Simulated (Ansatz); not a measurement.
# Run report: WH₃Cl₄OF, molecular dynamics (part 1 of 5)

- system: WH₃Cl₄OF
- method: RHF/def2-SVP (Ansatz 0.2.0)

It belongs to a series of runs on one base structure; here: dynamics from the highest image of the converged band.

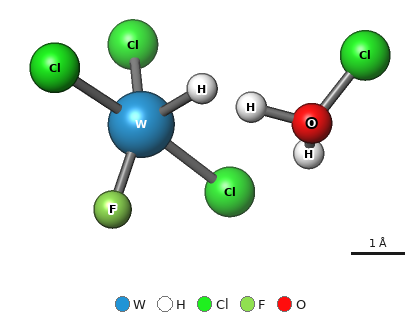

Fig. 1: The structure as given in the input (ball-and-stick view, seen at a tilt). Sticks mark near contacts.

Summary

| quantity | value |
| --- | --- |
| outcome | finished |
| mean temperature over the second half | 527 K |
| trajectory | 200 steps, 100 fs |
| ensemble | nve |
| temperature in the input | 300.0 K |
| time step | 0.5 fs |
| potential energy (last step) | −56591.9072 eV |
| mean-field energy (last step) | −56591.9072 eV |
| largest force (length of the vector) (last step) | 3.262 eV/Å |
| hardware | 4 threads of Arm Neoverse V2, 24 GiB of memory available, shared host |
| wall time | 7 min (CPU time 26 min) |
| peak memory | 0.52 GiB |

Remarks

So short a trajectory is not equilibrated.

Input
```yaml
crystal:
  periodic: [false, false, false]
  atoms:
    - { symbol: W, position_ang: [-0.159156, -0.702263, -0.177266] }
    - { symbol: H, position_ang: [-0.461159, 0.649719, 0.914756] }
    - { symbol: Cl, position_ang: [2.324298, -0.349085, -0.329721] }
    - { symbol: Cl, position_ang: [1.339359, 3.363271, 1.015599] }
    - { symbol: Cl, position_ang: [-2.482311, -1.16342, 0.058847] }
    - { symbol: F, position_ang: [0.240812, -2.1798, 0.818316] }
    - { symbol: Cl, position_ang: [-0.398815, 0.156628, -2.27586] }
    - { symbol: O, position_ang: [1.413843, 1.747268, 1.453421] }
    - { symbol: H, position_ang: [2.133424, 1.293245, 0.964357] }
    - { symbol: H, position_ang: [0.456201, 1.100639, 1.105951] }
basis:
  gaussian: { orbitals: def2-SVP }
hamiltonian:
  xc: hf
md:
  timestep: 0.5
  n_steps: 200
  ensemble: nve
  temperature: 300.0
  initial_velocities: maxwell_boltzmann
  seed: 10333
```

Launched with:
```bash
ansatz run input.yaml --threads 4 --pin off --max-ram 5120MiB --backend cpu --events-out ev --progress --plain --runs-dir out
```

The program's output
```
Engine: ansatz 0.2.0, aarch64-unknown-linux-gnu
Functional definition: HF
  exchange = exact_x
  correlation = 0
1486 factors; integrals over basis functions are off by at most 4.7e-4 eV
mean field evaluation 1: about -56584.0263 eV, gradient 4.8e1 eV
mean field evaluation 2: about -56584.3453 eV, gradient 4.9e1 eV
mean field evaluation 4: about -56591.0321 eV, gradient 4.8e0 eV
mean field evaluation 8: about -56591.2642 eV, gradient 7.6e-1 eV
mean field evaluation 16: about -56591.2753 eV, gradient 2.3e-5 eV
mean field evaluation 32: about -56589.0656 eV, gradient 1.3e0 eV
mean field -56591.27525143 eV, -2079.6910065459 hartree, gradient 2.3e-5 eV, S^2 0.000000; 0 other end points of the search recorded, 0 dependent functions left out
the calculation of the forces begins
reference -56591.27525143 eV, -2079.6910065459 hartree; 51, 51 occupied and 96, 96 virtual orbitals, 1486 factors
md step     0: t =     0.00 fs  T =   300.0 K  F+E_penalty+E_count = -56591.27525143 eV  E_kin = 0.310224 eV  conserved = -56590.96502743 eV  (118 SCF iters)
these checks for a lower state are left out or cut short: starts, cluster_reference, orbital_swaps, neighbouring_geometries, increment
1486 factors; integrals over basis functions are off by at most 4.6e-4 eV
mean field evaluation 64: about -56591.2713 eV, gradient 2.1e-5 eV
mean field -56591.27129189 eV, -2079.6908610356 hartree, gradient 2.1e-5 eV, S^2 0.000000; 0 other end points of the search recorded, 0 dependent functions left out
the calculation of the forces begins
reference -56591.27129189 eV, -2079.6908610356 hartree; 51, 51 occupied and 96, 96 virtual orbitals, 1486 factors
md step     1: t =     0.50 fs  T =   296.1 K  F+E_penalty+E_count = -56591.27129189 eV  E_kin = 0.306243 eV  conserved = -56590.96504918 eV  (74 SCF iters)
[... from here on the SCF iterations and repeated set-up lines of each step are left out, up to the last step ...]
md step     2: t =     1.00 fs  T =   284.7 K  F+E_penalty+E_count = -56591.25942805 eV  E_kin = 0.294425 eV  conserved = -56590.96500338 eV  (75 SCF iters)
md step     3: t =     1.50 fs  T =   266.6 K  F+E_penalty+E_count = -56591.24060405 eV  E_kin = 0.275707 eV  conserved = -56590.96489733 eV  (78 SCF iters)
md step     4: t =     2.00 fs  T =   243.6 K  F+E_penalty+E_count = -56591.21670259 eV  E_kin = 0.251953 eV  conserved = -56590.96474973 eV  (75 SCF iters)
md step     5: t =     2.50 fs  T =   218.2 K  F+E_penalty+E_count = -56591.19023474 eV  E_kin = 0.225652 eV  conserved = -56590.96458250 eV  (76 SCF iters)
md step     6: t =     3.00 fs  T =   193.0 K  F+E_penalty+E_count = -56591.16398293 eV  E_kin = 0.199568 eV  conserved = -56590.96441454 eV  (79 SCF iters)
md step     7: t =     3.50 fs  T =   170.6 K  F+E_penalty+E_count = -56591.14069044 eV  E_kin = 0.176427 eV  conserved = -56590.96426379 eV  (80 SCF iters)
md step     8: t =     4.00 fs  T =   153.4 K  F+E_penalty+E_count = -56591.12277243 eV  E_kin = 0.158620 eV  conserved = -56590.96415276 eV  (79 SCF iters)
md step     9: t =     4.50 fs  T =   143.0 K  F+E_penalty+E_count = -56591.11198065 eV  E_kin = 0.147876 eV  conserved = -56590.96410492 eV  (75 SCF iters)
md step    10: t =     5.00 fs  T =   140.2 K  F+E_penalty+E_count = -56591.10906085 eV  E_kin = 0.144927 eV  conserved = -56590.96413366 eV  (78 SCF iters)
md step    11: t =     5.50 fs  T =   144.4 K  F+E_penalty+E_count = -56591.11356069 eV  E_kin = 0.149329 eV  conserved = -56590.96423178 eV  (78 SCF iters)
md step    12: t =     6.00 fs  T =   154.3 K  F+E_penalty+E_count = -56591.12393099 eV  E_kin = 0.159558 eV  conserved = -56590.96437330 eV  (76 SCF iters)
md step    13: t =     6.50 fs  T =   167.7 K  F+E_penalty+E_count = -56591.13790170 eV  E_kin = 0.173376 eV  conserved = -56590.96452549 eV  (76 SCF iters)
md step    14: t =     7.00 fs  T =   182.1 K  F+E_penalty+E_count = -56591.15297242 eV  E_kin = 0.188312 eV  conserved = -56590.96466015 eV  (79 SCF iters)
md step    15: t =     7.50 fs  T =   195.4 K  F+E_penalty+E_count = -56591.16685205 eV  E_kin = 0.202093 eV  conserved = -56590.96475901 eV  (82 SCF iters)
md step    16: t =     8.00 fs  T =   205.9 K  F+E_penalty+E_count = -56591.17776749 eV  E_kin = 0.212955 eV  conserved = -56590.96481244 eV  (81 SCF iters)
md step    17: t =     8.50 fs  T =   212.6 K  F+E_penalty+E_count = -56591.18464608 eV  E_kin = 0.219830 eV  conserved = -56590.96481646 eV  (76 SCF iters)
md step    18: t =     9.00 fs  T =   215.1 K  F+E_penalty+E_count = -56591.18719788 eV  E_kin = 0.222424 eV  conserved = -56590.96477414 eV  (78 SCF iters)
md step    19: t =     9.50 fs  T =   213.9 K  F+E_penalty+E_count = -56591.18588708 eV  E_kin = 0.221191 eV  conserved = -56590.96469584 eV  (80 SCF iters)
md step    20: t =    10.00 fs  T =   210.0 K  F+E_penalty+E_count = -56591.18176871 eV  E_kin = 0.217167 eV  conserved = -56590.96460196 eV  (78 SCF iters)
md step    21: t =    10.50 fs  T =   204.7 K  F+E_penalty+E_count = -56591.17617597 eV  E_kin = 0.211659 eV  conserved = -56590.96451727 eV  (79 SCF iters)
md step    22: t =    11.00 fs  T =   199.1 K  F+E_penalty+E_count = -56591.17033269 eV  E_kin = 0.205870 eV  conserved = -56590.96446245 eV  (77 SCF iters)
md step    23: t =    11.50 fs  T =   194.0 K  F+E_penalty+E_count = -56591.16503156 eV  E_kin = 0.200588 eV  conserved = -56590.96444392 eV  (78 SCF iters)
md step    24: t =    12.00 fs  T =   189.6 K  F+E_penalty+E_count = -56591.16052812 eV  E_kin = 0.196077 eV  conserved = -56590.96445117 eV  (76 SCF iters)
md step    25: t =    12.50 fs  T =   185.9 K  F+E_penalty+E_count = -56591.15669604 eV  E_kin = 0.192234 eV  conserved = -56590.96446241 eV  (76 SCF iters)
md step    26: t =    13.00 fs  T =   182.7 K  F+E_penalty+E_count = -56591.15335306 eV  E_kin = 0.188897 eV  conserved = -56590.96445641 eV  (79 SCF iters)
md step    27: t =    13.50 fs  T =   180.0 K  F+E_penalty+E_count = -56591.15058277 eV  E_kin = 0.186160 eV  conserved = -56590.96442298 eV  (78 SCF iters)
md step    28: t =    14.00 fs  T =   178.5 K  F+E_penalty+E_count = -56591.14890066 eV  E_kin = 0.184535 eV  conserved = -56590.96436545 eV  (75 SCF iters)
md step    29: t =    14.50 fs  T =   178.8 K  F+E_penalty+E_count = -56591.14921002 eV  E_kin = 0.184911 eV  conserved = -56590.96429928 eV  (144 SCF iters)
md step    30: t =    15.00 fs  T =   182.1 K  F+E_penalty+E_count = -56591.15257251 eV  E_kin = 0.188325 eV  conserved = -56590.96424770 eV  (76 SCF iters)
md step    31: t =    15.50 fs  T =   189.2 K  F+E_penalty+E_count = -56591.15985849 eV  E_kin = 0.195619 eV  conserved = -56590.96423900 eV  (75 SCF iters)
md step    32: t =    16.00 fs  T =   200.2 K  F+E_penalty+E_count = -56591.17133074 eV  E_kin = 0.207027 eV  conserved = -56590.96430347 eV  (80 SCF iters)
md step    33: t =    16.50 fs  T =   214.4 K  F+E_penalty+E_count = -56591.18620674 eV  E_kin = 0.221737 eV  conserved = -56590.96447020 eV  (77 SCF iters)
md step    34: t =    17.00 fs  T =   229.7 K  F+E_penalty+E_count = -56591.20226391 eV  E_kin = 0.237508 eV  conserved = -56590.96475633 eV  (75 SCF iters)
md step    35: t =    17.50 fs  T =   242.3 K  F+E_penalty+E_count = -56591.21565856 eV  E_kin = 0.250515 eV  conserved = -56590.96514351 eV  (79 SCF iters)
md step    36: t =    18.00 fs  T =   247.3 K  F+E_penalty+E_count = -56591.22131583 eV  E_kin = 0.255776 eV  conserved = -56590.96553967 eV  (77 SCF iters)
md step    37: t =    18.50 fs  T =   240.5 K  F+E_penalty+E_count = -56591.21441260 eV  E_kin = 0.248659 eV  conserved = -56590.96575348 eV  (79 SCF iters)
md step    38: t =    19.00 fs  T =   220.2 K  F+E_penalty+E_count = -56591.19322286 eV  E_kin = 0.227676 eV  conserved = -56590.96554715 eV  (78 SCF iters)
md step    39: t =    19.50 fs  T =   191.0 K  F+E_penalty+E_count = -56591.16238917 eV  E_kin = 0.197556 eV  conserved = -56590.96483267 eV  (80 SCF iters)
md step    40: t =    20.00 fs  T =   164.2 K  F+E_penalty+E_count = -56591.13373228 eV  E_kin = 0.169821 eV  conserved = -56590.96391126 eV  (78 SCF iters)
md step    41: t =    20.50 fs  T =   152.8 K  F+E_penalty+E_count = -56591.12144673 eV  E_kin = 0.158036 eV  conserved = -56590.96341036 eV  (74 SCF iters)
md step    42: t =    21.00 fs  T =   163.7 K  F+E_penalty+E_count = -56591.13300030 eV  E_kin = 0.169248 eV  conserved = -56590.96375208 eV  (78 SCF iters)
md step    43: t =    21.50 fs  T =   192.0 K  F+E_penalty+E_count = -56591.16323306 eV  E_kin = 0.198534 eV  conserved = -56590.96469929 eV  (75 SCF iters)
md step    44: t =    22.00 fs  T =   224.5 K  F+E_penalty+E_count = -56591.19774944 eV  E_kin = 0.232145 eV  conserved = -56590.96560454 eV  (74 SCF iters)
md step    45: t =    22.50 fs  T =   247.8 K  F+E_penalty+E_count = -56591.22226071 eV  E_kin = 0.256251 eV  conserved = -56590.96600990 eV  (72 SCF iters)
md step    46: t =    23.00 fs  T =   255.0 K  F+E_penalty+E_count = -56591.22956959 eV  E_kin = 0.263683 eV  conserved = -56590.96588689 eV  (73 SCF iters)
md step    47: t =    23.50 fs  T =   246.6 K  F+E_penalty+E_count = -56591.22047659 eV  E_kin = 0.255022 eV  conserved = -56590.96545505 eV  (72 SCF iters)
md step    48: t =    24.00 fs  T =   228.1 K  F+E_penalty+E_count = -56591.20080914 eV  E_kin = 0.235861 eV  conserved = -56590.96494779 eV  (73 SCF iters)
md step    49: t =    24.50 fs  T =   206.4 K  F+E_penalty+E_count = -56591.17794255 eV  E_kin = 0.213431 eV  conserved = -56590.96451154 eV  (76 SCF iters)
md step    50: t =    25.00 fs  T =   187.8 K  F+E_penalty+E_count = -56591.15844981 eV  E_kin = 0.194239 eV  conserved = -56590.96421080 eV  (78 SCF iters)
md step    51: t =    25.50 fs  T =   176.9 K  F+E_penalty+E_count = -56591.14696603 eV  E_kin = 0.182906 eV  conserved = -56590.96406052 eV  (82 SCF iters)
md step    52: t =    26.00 fs  T =   175.8 K  F+E_penalty+E_count = -56591.14584662 eV  E_kin = 0.181796 eV  conserved = -56590.96405021 eV  (82 SCF iters)
md step    53: t =    26.50 fs  T =   184.8 K  F+E_penalty+E_count = -56591.15526205 eV  E_kin = 0.191106 eV  conserved = -56590.96415607 eV  (77 SCF iters)
md step    54: t =    27.00 fs  T =   202.3 K  F+E_penalty+E_count = -56591.17353507 eV  E_kin = 0.209188 eV  conserved = -56590.96434742 eV  (80 SCF iters)
md step    55: t =    27.50 fs  T =   225.3 K  F+E_penalty+E_count = -56591.19761395 eV  E_kin = 0.233023 eV  conserved = -56590.96459135 eV  (77 SCF iters)
md step    56: t =    28.00 fs  T =   250.2 K  F+E_penalty+E_count = -56591.22359715 eV  E_kin = 0.258739 eV  conserved = -56590.96485820 eV  (75 SCF iters)
md step    57: t =    28.50 fs  T =   272.8 K  F+E_penalty+E_count = -56591.24722656 eV  E_kin = 0.282102 eV  conserved = -56590.96512485 eV  (75 SCF iters)
md step    58: t =    29.00 fs  T =   289.1 K  F+E_penalty+E_count = -56591.26430259 eV  E_kin = 0.298931 eV  conserved = -56590.96537167 eV  (74 SCF iters)
md step    59: t =    29.50 fs  T =   295.4 K  F+E_penalty+E_count = -56591.27106212 eV  E_kin = 0.305491 eV  conserved = -56590.96557133 eV  (72 SCF iters)
md step    60: t =    30.00 fs  T =   289.1 K  F+E_penalty+E_count = -56591.26467512 eV  E_kin = 0.299002 eV  conserved = -56590.96567317 eV  (74 SCF iters)
md step    61: t =    30.50 fs  T =   269.3 K  F+E_penalty+E_count = -56591.24407069 eV  E_kin = 0.278474 eV  conserved = -56590.96559684 eV  (73 SCF iters)
md step    62: t =    31.00 fs  T =   237.8 K  F+E_penalty+E_count = -56591.21113170 eV  E_kin = 0.245868 eV  conserved = -56590.96526335 eV  (76 SCF iters)
md step    63: t =    31.50 fs  T =   200.2 K  F+E_penalty+E_count = -56591.17174147 eV  E_kin = 0.207064 eV  conserved = -56590.96467718 eV  (79 SCF iters)
md step    64: t =    32.00 fs  T =   165.8 K  F+E_penalty+E_count = -56591.13546570 eV  E_kin = 0.171451 eV  conserved = -56590.96401427 eV  (78 SCF iters)
md step    65: t =    32.50 fs  T =   144.2 K  F+E_penalty+E_count = -56591.11272216 eV  E_kin = 0.149133 eV  conserved = -56590.96358915 eV  (79 SCF iters)
md step    66: t =    33.00 fs  T =   141.6 K  F+E_penalty+E_count = -56591.11007501 eV  E_kin = 0.146429 eV  conserved = -56590.96364644 eV  (78 SCF iters)
md step    67: t =    33.50 fs  T =   157.2 K  F+E_penalty+E_count = -56591.12668446 eV  E_kin = 0.162536 eV  conserved = -56590.96414827 eV  (141 SCF iters)
md step    68: t =    34.00 fs  T =   183.8 K  F+E_penalty+E_count = -56591.15486272 eV  E_kin = 0.190056 eV  conserved = -56590.96480646 eV  (78 SCF iters)
md step    69: t =    34.50 fs  T =   211.8 K  F+E_penalty+E_count = -56591.18430430 eV  E_kin = 0.218986 eV  conserved = -56590.96531864 eV  (79 SCF iters)
md step    70: t =    35.00 fs  T =   233.2 K  F+E_penalty+E_count = -56591.20665974 eV  E_kin = 0.241109 eV  conserved = -56590.96555070 eV  (75 SCF iters)
md step    71: t =    35.50 fs  T =   243.9 K  F+E_penalty+E_count = -56591.21776081 eV  E_kin = 0.252227 eV  conserved = -56590.96553426 eV  (77 SCF iters)
md step    72: t =    36.00 fs  T =   243.7 K  F+E_penalty+E_count = -56591.21736729 eV  E_kin = 0.252000 eV  conserved = -56590.96536687 eV  (78 SCF iters)
md step    73: t =    36.50 fs  T =   234.7 K  F+E_penalty+E_count = -56591.20779399 eV  E_kin = 0.242661 eV  conserved = -56590.96513342 eV  (75 SCF iters)
md step    74: t =    37.00 fs  T =   220.2 K  F+E_penalty+E_count = -56591.19260380 eV  E_kin = 0.227722 eV  conserved = -56590.96488142 eV  (76 SCF iters)
md step    75: t =    37.50 fs  T =   204.2 K  F+E_penalty+E_count = -56591.17580101 eV  E_kin = 0.211170 eV  conserved = -56590.96463122 eV  (78 SCF iters)
md step    76: t =    38.00 fs  T =   190.5 K  F+E_penalty+E_count = -56591.16143124 eV  E_kin = 0.197037 eV  conserved = -56590.96439461 eV  (77 SCF iters)
md step    77: t =    38.50 fs  T =   182.9 K  F+E_penalty+E_count = -56591.15332122 eV  E_kin = 0.189128 eV  conserved = -56590.96419295 eV  (79 SCF iters)
md step    78: t =    39.00 fs  T =   184.3 K  F+E_penalty+E_count = -56591.15469509 eV  E_kin = 0.190625 eV  conserved = -56590.96407000 eV  (78 SCF iters)
md step    79: t =    39.50 fs  T =   196.7 K  F+E_penalty+E_count = -56591.16747968 eV  E_kin = 0.203385 eV  conserved = -56590.96409473 eV  (78 SCF iters)
md step    80: t =    40.00 fs  T =   219.4 K  F+E_penalty+E_count = -56591.19126904 eV  E_kin = 0.226923 eV  conserved = -56590.96434646 eV  (79 SCF iters)
md step    81: t =    40.50 fs  T =   248.9 K  F+E_penalty+E_count = -56591.22221918 eV  E_kin = 0.257352 eV  conserved = -56590.96486693 eV  (77 SCF iters)
md step    82: t =    41.00 fs  T =   277.6 K  F+E_penalty+E_count = -56591.25261446 eV  E_kin = 0.287033 eV  conserved = -56590.96558114 eV  (79 SCF iters)
md step    83: t =    41.50 fs  T =   296.0 K  F+E_penalty+E_count = -56591.27226626 eV  E_kin = 0.306043 eV  conserved = -56590.96622318 eV  (73 SCF iters)
md step    84: t =    42.00 fs  T =   296.3 K  F+E_penalty+E_count = -56591.27271097 eV  E_kin = 0.306346 eV  conserved = -56590.96636462 eV  (74 SCF iters)
md step    85: t =    42.50 fs  T =   278.3 K  F+E_penalty+E_count = -56591.25346589 eV  E_kin = 0.287778 eV  conserved = -56590.96568820 eV  (75 SCF iters)
md step    86: t =    43.00 fs  T =   253.0 K  F+E_penalty+E_count = -56591.22609460 eV  E_kin = 0.261649 eV  conserved = -56590.96444566 eV  (79 SCF iters)
md step    87: t =    43.50 fs  T =   238.1 K  F+E_penalty+E_count = -56591.20974982 eV  E_kin = 0.246198 eV  conserved = -56590.96355231 eV  (75 SCF iters)
md step    88: t =    44.00 fs  T =   245.5 K  F+E_penalty+E_count = -56591.21766039 eV  E_kin = 0.253859 eV  conserved = -56590.96380144 eV  (79 SCF iters)
md step    89: t =    44.50 fs  T =   271.7 K  F+E_penalty+E_count = -56591.24591484 eV  E_kin = 0.280953 eV  conserved = -56590.96496208 eV  (77 SCF iters)
md step    90: t =    45.00 fs  T =   300.4 K  F+E_penalty+E_count = -56591.27672487 eV  E_kin = 0.310656 eV  conserved = -56590.96606910 eV  (78 SCF iters)
md step    91: t =    45.50 fs  T =   315.1 K  F+E_penalty+E_count = -56591.29231294 eV  E_kin = 0.325865 eV  conserved = -56590.96644769 eV  (77 SCF iters)
md step    92: t =    46.00 fs  T =   308.7 K  F+E_penalty+E_count = -56591.28530925 eV  E_kin = 0.319196 eV  conserved = -56590.96611305 eV  (79 SCF iters)
md step    93: t =    46.50 fs  T =   284.2 K  F+E_penalty+E_count = -56591.25934739 eV  E_kin = 0.293915 eV  conserved = -56590.96543250 eV  (79 SCF iters)
md step    94: t =    47.00 fs  T =   250.7 K  F+E_penalty+E_count = -56591.22399221 eV  E_kin = 0.259253 eV  conserved = -56590.96473874 eV  (79 SCF iters)
md step    95: t =    47.50 fs  T =   218.0 K  F+E_penalty+E_count = -56591.18964368 eV  E_kin = 0.225442 eV  conserved = -56590.96420137 eV  (81 SCF iters)
md step    96: t =    48.00 fs  T =   194.2 K  F+E_penalty+E_count = -56591.16465625 eV  E_kin = 0.200787 eV  conserved = -56590.96386910 eV  (81 SCF iters)
md step    97: t =    48.50 fs  T =   184.3 K  F+E_penalty+E_count = -56591.15430807 eV  E_kin = 0.190564 eV  conserved = -56590.96374378 eV  (77 SCF iters)
md step    98: t =    49.00 fs  T =   190.3 K  F+E_penalty+E_count = -56591.16058823 eV  E_kin = 0.196757 eV  conserved = -56590.96383134 eV  (80 SCF iters)
md step    99: t =    49.50 fs  T =   210.7 K  F+E_penalty+E_count = -56591.18205356 eV  E_kin = 0.217897 eV  conserved = -56590.96415642 eV  (80 SCF iters)
md step   100: t =    50.00 fs  T =   240.6 K  F+E_penalty+E_count = -56591.21353135 eV  E_kin = 0.248791 eV  conserved = -56590.96474052 eV  (78 SCF iters)
md step   101: t =    50.50 fs  T =   271.2 K  F+E_penalty+E_count = -56591.24601689 eV  E_kin = 0.280482 eV  conserved = -56590.96553496 eV  (75 SCF iters)
md step   102: t =    51.00 fs  T =   291.5 K  F+E_penalty+E_count = -56591.26776585 eV  E_kin = 0.301445 eV  conserved = -56590.96632069 eV  (75 SCF iters)
md step   103: t =    51.50 fs  T =   291.4 K  F+E_penalty+E_count = -56591.26798173 eV  E_kin = 0.301329 eV  conserved = -56590.96665255 eV  (76 SCF iters)
md step   104: t =    52.00 fs  T =   268.4 K  F+E_penalty+E_count = -56591.24355945 eV  E_kin = 0.277508 eV  conserved = -56590.96605185 eV  (208 SCF iters)
md step   105: t =    52.50 fs  T =   233.1 K  F+E_penalty+E_count = -56591.20558481 eV  E_kin = 0.241022 eV  conserved = -56590.96456267 eV  (75 SCF iters)
md step   106: t =    53.00 fs  T =   207.3 K  F+E_penalty+E_count = -56591.17755925 eV  E_kin = 0.214383 eV  conserved = -56590.96317599 eV  (78 SCF iters)
md step   107: t =    53.50 fs  T =   210.1 K  F+E_penalty+E_count = -56591.18037174 eV  E_kin = 0.217241 eV  conserved = -56590.96313066 eV  (76 SCF iters)
md step   108: t =    54.00 fs  T =   242.0 K  F+E_penalty+E_count = -56591.21469236 eV  E_kin = 0.250199 eV  conserved = -56590.96449335 eV  (75 SCF iters)
md step   109: t =    54.50 fs  T =   284.3 K  F+E_penalty+E_count = -56591.26010125 eV  E_kin = 0.294039 eV  conserved = -56590.96606184 eV  (75 SCF iters)
md step   110: t =    55.00 fs  T =   314.7 K  F+E_penalty+E_count = -56591.29220597 eV  E_kin = 0.325453 eV  conserved = -56590.96675252 eV  (75 SCF iters)
```
